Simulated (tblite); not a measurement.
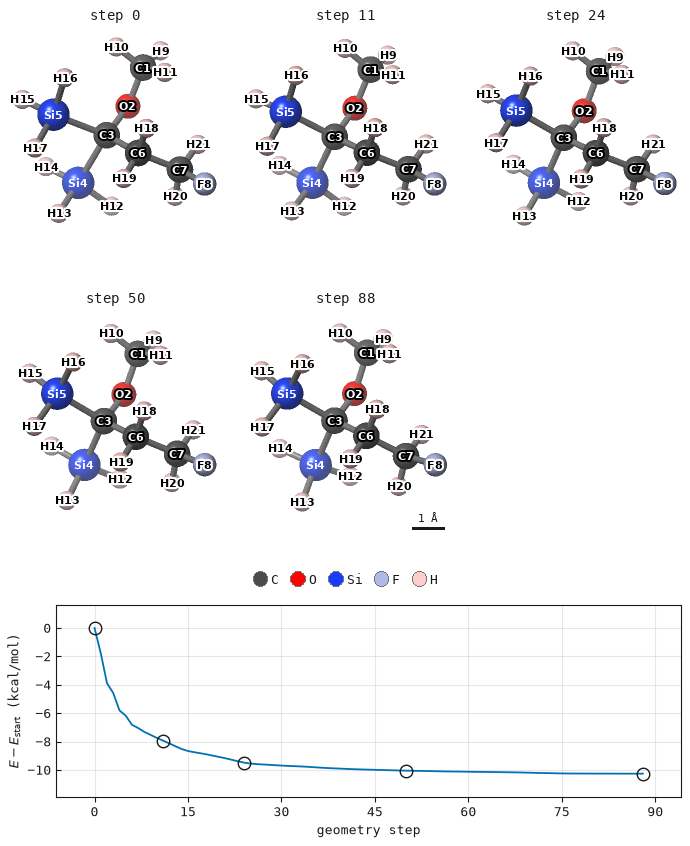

Frames of a relaxation of C4H13FOSi2, marked on the history of the run. Style: ball-and-stick. Shown face on.

Method: GFN2-xTB geometry optimisation, gas phase (tblite 0.8.0). 

Describe the path.

Answer. The largest move after the best rigid fit is that of H12, 0.54 Å. By element the largest moves are H 0.54 Å, Si 0.25 Å, C 0.22 Å, O 0.18 Å, F 0.08 Å. Some distances before and after: C3–Si4 2.017 → 1.922 Å, C3–Si5 1.979 → 1.925 Å, Si4–H13 1.503 → 1.466 Å, O2–C3 1.470 → 1.440 Å. Among the angles between lasting bonds that change: Si4–C3–Si5 94.7° → 111.4°, O2–C3–Si4 109.7° → 98.1°, O2–C3–Si5 117.0° → 112.9°. After 88 geometry steps the energy has fallen by 10.3 kcal/mol. The run took 1.2 s on 1 thread of Arm Neoverse N1, with other jobs on the host. From step 0 to 11: H9 moves most (0.17 Å), energy −7.93 kcal/mol. From step 11 to 24: H13 moves most (0.24 Å), energy −1.55 kcal/mol. From step 24 to 50: H12 moves most (0.19 Å), energy −0.56 kcal/mol. From step 50 to 88: H21 moves most (0.19 Å), energy −0.21 kcal/mol.

| step | E − E(0), kcal/mol |
| --- | --- |
| 0 | 0.00 |
| 1 | -1.78 |
| 2 | -3.89 |
| 3 | -4.58 |
| 4 | -5.80 |
| 5 | -6.18 |
| 6 | -6.82 |
| 7 | -7.05 |
| 8 | -7.32 |
| 9 | -7.53 |
| 10 | -7.74 |
| 14 | -8.53 |
| 18 | -8.90 |
| 22 | -9.28 |
| 26 | -9.59 |
| 31 | -9.71 |
| 35 | -9.80 |
| 39 | -9.90 |
| 43 | -9.97 |
| 47 | -10.01 |
| 51 | -10.06 |
| 55 | -10.09 |
| 59 | -10.12 |
| 63 | -10.14 |
| 67 | -10.17 |
| 72 | -10.21 |
| 76 | -10.25 |
| 80 | -10.26 |
| 84 | -10.26 |
| 88 | -10.26 |
